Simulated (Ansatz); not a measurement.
Nudged elastic band of AlH4O2F (part 2 of 2)

Continued. System: AlH4O2F. Method: RKS PBE-D4/def2-SVP (Ansatz 0.2.0). It belongs to a series of runs on one base structure; here: band between the two ends.

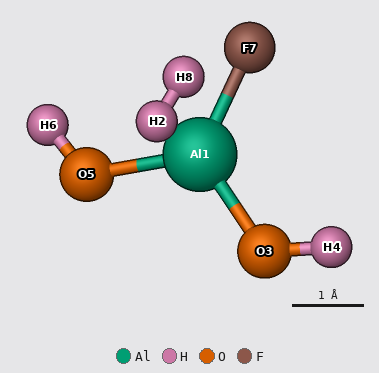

*The structure as given in the input (ball-and-stick view, seen at a tilt; atoms are numbered from 1 in the order of the input). Sticks mark near contacts.*

### The last band as extended XYZ, continued
```
8
Properties=species:S:1:pos:R:3:forces:R:3 image=2 energy=-13458.86445
Al   -0.0409    0.4395   -0.3404    0.0060   0.0252   0.0088
H     0.2390   -0.3625    1.8272   -0.0020   0.0084   0.0024
O     1.5111   -0.0209   -0.8310    0.0642   0.1220   0.0509
H     2.0548   -0.8107   -0.7516   -0.0759  -0.1355  -0.0625
O    -1.4457   -0.4708   -0.7000    0.0263  -0.0109  -0.0008
H    -2.3250   -0.0817   -0.5680    0.0204  -0.0250   0.0010
F    -0.2059    2.0055    0.2491   -0.0333   0.0076  -0.0041
H     0.1397    0.4012    1.9102   -0.0056   0.0081   0.0043
8
Properties=species:S:1:pos:R:3:forces:R:3 image=3 energy=-13458.94966
Al    0.0006    0.4774   -0.2593    0.0008  -0.0027   0.0091
H     0.3088   -0.3390    1.8517    0.0053   0.0075  -0.0017
O     1.5966   -0.0354   -0.5821    0.0047  -0.0014   0.0131
H     1.7819   -0.8406   -1.0878   -0.0136  -0.0023  -0.0181
O    -1.3430   -0.4593   -0.7570    0.0055   0.0046  -0.0005
H    -2.2465   -0.1129   -0.6914    0.0012  -0.0072  -0.0086
F    -0.2213    2.0284    0.3461    0.0003   0.0000  -0.0007
H     0.0500    0.3810    1.9755   -0.0041   0.0015   0.0074
8
Properties=species:S:1:pos:R:3:forces:R:3 image=4 energy=-13458.94111
Al   -0.0475    0.5321   -0.2156    0.0023  -0.0116  -0.0059
H     0.6507   -0.2228    1.7520   -0.0491  -0.0313  -0.0070
O     1.5445   -0.0665   -0.4449    0.0014   0.0310  -0.0322
H     1.6500   -0.8498   -1.0090    0.0533  -0.0091   0.0300
O    -1.3549   -0.4255   -0.7593   -0.0122  -0.0159  -0.0059
H    -2.2582   -0.0945   -0.8720   -0.0077   0.0302   0.0447
F    -0.2748    2.1106    0.2943   -0.0024  -0.0087  -0.0063
H     0.0175    0.1160    2.0501    0.0144   0.0155  -0.0175
8
Properties=species:S:1:pos:R:3:forces:R:3 image=5 energy=-13458.95045
Al    0.0049    0.4815   -0.2421   -0.0012   0.0019   0.0014
H     0.3087   -0.3625    1.8539    0.0050  -0.0003  -0.0005
O     1.5968   -0.0424   -0.5725    0.0002  -0.0002   0.0014
H     1.7587   -0.8105   -1.1412   -0.0002  -0.0005   0.0014
O    -1.3359   -0.4404   -0.7715   -0.0010  -0.0039   0.0005
H    -2.2429   -0.1029   -0.7119   -0.0009   0.0045  -0.0031
F    -0.2110    2.0219    0.3922   -0.0023  -0.0007  -0.0009
H     0.0479    0.3550    1.9886    0.0004  -0.0007  -0.0003
8
Properties=species:S:1:pos:R:3:forces:R:3 image=6 energy=-13458.90995
Al    0.0669    0.5367   -0.2689    0.0073  -0.0186  -0.0012
H    -0.0109   -0.3584    1.8684    0.0033  -0.0087   0.0015
O     1.6339   -0.0144   -0.6715    0.0174   0.0288  -0.0222
H     1.7261   -0.8066   -1.2238    0.0190   0.0041   0.0102
O    -1.2768   -0.3513   -0.8227    0.0589  -0.1217   0.0074
H    -2.1800   -0.3796   -0.4828   -0.0701   0.1397   0.0085
F    -0.0391    2.0634    0.4251   -0.0448  -0.0145  -0.0062
H     0.0071    0.4098    1.9718    0.0091  -0.0091   0.0019
8
Properties=species:S:1:pos:R:3:forces:R:3 image=7 energy=-13458.81687
Al    0.0499    0.5775   -0.2589    0.0001  -0.0002  -0.0003
H    -0.0154   -0.3403    1.8657    0.0000   0.0001   0.0000
O     1.5853   -0.0850   -0.6216   -0.0001   0.0000   0.0001
H     1.6767   -0.8127   -1.2552    0.0000   0.0000   0.0000
O    -1.4285   -0.0364   -0.8402    0.0000   0.0000   0.0001
H    -2.0013   -0.7360   -0.5026    0.0000   0.0000   0.0000
F     0.0737    2.1036    0.4413    0.0000   0.0001   0.0002
H    -0.0132    0.4288    1.9670    0.0000   0.0000   0.0000
8
Properties=species:S:1:pos:R:3:forces:R:3 image=8 energy=-13458.87401
Al   -0.0105    0.5811   -0.1926   -0.0013  -0.0090  -0.0060
H     0.0726   -0.2676    1.9395    0.0006   0.0068  -0.0009
O     1.4772   -0.1147   -0.6659    0.0033   0.0013   0.0004
H     1.5699   -0.9019   -1.2210   -0.0012  -0.0002   0.0017
O    -1.5801   -0.0119   -0.5182   -0.0020   0.0011   0.0035
H    -1.7758   -0.8127   -1.0252    0.0010   0.0011  -0.0012
F     0.0719    2.1236    0.4598   -0.0003   0.0059   0.0024
H     0.1021    0.5037    2.0191   -0.0003  -0.0069   0.0001
```

This output came from the following input.

### Input file
```yaml
crystal:
  periodic: [false, false, false]
  atoms:
    - { symbol: Al, position_ang: [-0.026283, 0.311409, -0.357917] }
    - { symbol: H, position_ang: [0.052999, -0.365299, 1.872099] }
    - { symbol: O, position_ang: [1.377386, -0.552075, -0.803537] }
    - { symbol: H, position_ang: [2.255551, -0.143869, -0.779815] }
    - { symbol: O, position_ang: [-1.518109, -0.469924, -0.638336] }
    - { symbol: H, position_ang: [-2.364149, -0.011997, -0.525102] }
    - { symbol: F, position_ang: [0.049025, 1.924476, 0.120156] }
    - { symbol: H, position_ang: [0.10078, 0.40688, 1.908053] }
basis:
  gaussian: { orbitals: def2-SVP }
hamiltonian:
  xc: pbe
  dispersion: d4
neb:
  order_check: false
  images: 7
  f_tol: 0.03
  max_iterations: 60
  final_atoms:
    - { symbol: Al, position_ang: [-0.01046208, 0.58113991, -0.19256945] }
    - { symbol: H, position_ang: [0.07256458, -0.26759192, 1.93948476] }
    - { symbol: O, position_ang: [1.47718253, -0.1146509, -0.6659371] }
    - { symbol: H, position_ang: [1.56987768, -0.90193435, -1.22097621] }
    - { symbol: O, position_ang: [-1.58010471, -0.01193501, -0.51819482] }
    - { symbol: H, position_ang: [-1.77582989, -0.81268402, -1.02516512] }
    - { symbol: F, position_ang: [0.07187673, 2.12355964, 0.4598144] }
    - { symbol: H, position_ang: [0.10209516, 0.50369765, 2.01914454] }
  initial_path:
    images:
      - { positions_ang: [[-0.026283, 0.311409, -0.357917], [0.052999, -0.365299, 1.872099], [1.377386, -0.552075, -0.803537], [2.255551, -0.143869, -0.779815], [-1.518109, -0.469924, -0.638336], [-2.364149, -0.011997, -0.525102], [0.049025, 1.924476, 0.120156], [0.10078, 0.40688, 1.908053]] }
      - { positions_ang: [[-0.02034726, 0.23557947, -0.27106245], [0.04219548, -0.30929792, 1.87747687], [1.41629899, -0.39974, -0.8299862], [2.14635436, -0.32877567, -0.86995354], [-1.52598278, -0.32790933, -0.7002955], [-2.29050841, -0.19785962, -0.5789841], [0.06595299, 1.90292833, 0.28055626], [0.09323662, 0.52467574, 1.88784965]] }
      - { positions_ang: [[-0.01441152, 0.15974993, -0.1842079], [0.03139196, -0.25329683, 1.88285473], [1.45521199, -0.247405, -0.85643539], [2.03715772, -0.51368235, -0.96009208], [-1.53385656, -0.18589467, -0.762255], [-2.21686781, -0.38372224, -0.6328662], [0.08288099, 1.88138066, 0.44095652], [0.08569324, 0.64247148, 1.86764631]] }
      - { positions_ang: [[-0.00847577, 0.0839204, -0.09735334], [0.02058844, -0.19729575, 1.8882326], [1.49412498, -0.09507, -0.88288459], [1.92796107, -0.69858902, -1.05023062], [-1.54173034, -0.04388, -0.8242145], [-2.14322722, -0.56958486, -0.68674829], [0.09980898, 1.859833, 0.60135678], [0.07814985, 0.76026723, 1.84744296]] }
      - { positions_ang: [[-0.00254003, 0.00809087, -0.01049879], [0.00978492, -0.14129466, 1.89361046], [1.53303798, 0.057265, -0.90933378], [1.81876443, -0.88349569, -1.14036916], [-1.54960412, 0.09813467, -0.886174], [-2.06958663, -0.75544748, -0.74063039], [0.11673697, 1.83828533, 0.76175705], [0.07060647, 0.87806297, 1.82723962]] }
      - { positions_ang: [[-0.00452054, 0.15135313, -0.05601646], [0.02547984, -0.17286898, 1.90507904], [1.51907411, 0.01428602, -0.84848461], [1.75654274, -0.88810536, -1.16052092], [-1.55722927, 0.07061725, -0.79417921], [-1.99614744, -0.76975661, -0.81176407], [0.10552191, 1.90960391, 0.68627138], [0.07847864, 0.78447164, 1.87521585]] }
      - { positions_ang: [[-0.00650105, 0.29461539, -0.10153412], [0.04117475, -0.20444329, 1.91654761], [1.50511025, -0.02869295, -0.78763544], [1.69432106, -0.89271502, -1.18067269], [-1.56485442, 0.04309983, -0.70218441], [-1.92270826, -0.78406575, -0.88289775], [0.09430685, 1.98092249, 0.61078572], [0.08635082, 0.69088031, 1.92319208]] }
      - { positions_ang: [[-0.00848157, 0.43787765, -0.14705179], [0.05686967, -0.23601761, 1.92801619], [1.49114639, -0.07167193, -0.72678627], [1.63209937, -0.89732468, -1.20082445], [-1.57247956, 0.01558241, -0.61018962], [-1.84926908, -0.79837488, -0.95403143], [0.08309179, 2.05224107, 0.53530006], [0.09422299, 0.59728898, 1.97116831]] }
      - { positions_ang: [[-0.01046208, 0.58113991, -0.19256945], [0.07256458, -0.26759192, 1.93948476], [1.47718253, -0.1146509, -0.6659371], [1.56987768, -0.90193435, -1.22097621], [-1.58010471, -0.01193501, -0.51819482], [-1.77582989, -0.81268402, -1.02516512], [0.07187673, 2.12355964, 0.4598144], [0.10209516, 0.50369765, 2.01914454]] }
```

Run as:
```bash
ansatz run input.yaml --threads 1 --pin off --max-ram 2048MiB --backend cpu --events-out ev --progress --plain --runs-dir out
```

### Results in brief

| quantity | value |
| --- | --- |
| outcome | converged |
| barrier, forward | 0.116 eV |
| barrier, backward | 0.057 eV |
| hardware | 1 thread of Arm Neoverse V1, 24 GiB of memory available, shared host |
| wall time | 13 min |
| peak memory | 0.14 GiB |

### Remarks

The order of the saddle point was not checked.
